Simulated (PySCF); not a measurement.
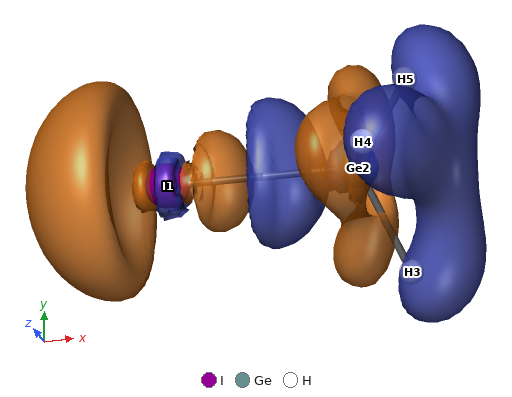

Figure. GeH₃I, SMILES `I[GeH3]`. Change of the electron density in a uniform field of 0.21 V/Å, surfaces at ±0.002 e/Å³ (orange: gain, blue: loss).

Method: PBE0/def2-TZVP; geometry: GFN2-xTB; program: PySCF. Core potentials replace the inner electrons of I; spin–orbit coupling isn't included. No frequency check shows the geometry to be a minimum. A basis without diffuse functions makes polarisabilities too small. GFN2-xTB bond lengths at metals and heavier atoms can be off by up to 0.1 Å and shapes distorted, which carries into these values.

Cartesian coordinates (Å):

```
I1      -1.0001   -0.0000    0.0000
Ge2      1.4755    0.0000    0.0001
H3       1.9287   -1.1317   -0.8693
H4       1.9325   -0.1878    1.4093
H5       1.9287    1.3189   -0.5453
```

Along which Cartesian direction does the field point?

Along +x: electrons gather on the −x side, against the field.

How large is the response?

The induced dipole is 0.81 D (along the field); α along this axis, from the fields in both directions, is 80 bohr³ (11.9 Å³).

Which atoms gain and lose the most charge?

Electrons gather most on I1 (Hirshfeld charge changes by −0.035 e) and leave Ge2 most (+0.015 e); 0.058 electrons are displaced in all.

Run time: 21 s on 1 thread of Arm Neoverse V2 (shared host), peak memory 0.55 GiB.
